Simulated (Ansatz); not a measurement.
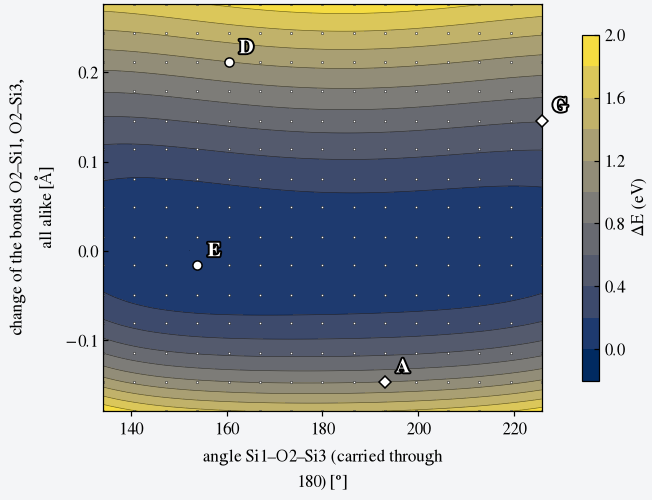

H4OSi2, SMILES [SiH]O[SiH3]. 
- The first coordinate is: angle Si1–O2–Si3 (carried through 180); the second: change of the bonds O2–Si1, O2–Si3, all alike.
- Nothing is relaxed (all other coordinates rigid).
- The grid has 15 × 15 points.
- Points are written as (first, second).
- Energies are in eV, from the relaxed molecule at the same level.
- Computed with RHF/def2-TZVP in Ansatz.

The picture shows filled contours, dots at the grid points, lettered points. Between grid points the surface is interpolated.

### Is A the lowest point of the computed grid?

No. A lies 0.99 eV above the lowest grid point, which is at (153.8°, −0.016 Å).

### What kind of point is each of A, D, E: minimum, saddle, maximum or slope?

A: on a slope; D: on a slope; E: minimum. (In these two coordinates alone; a stationary point may lie a little off the grid point.)
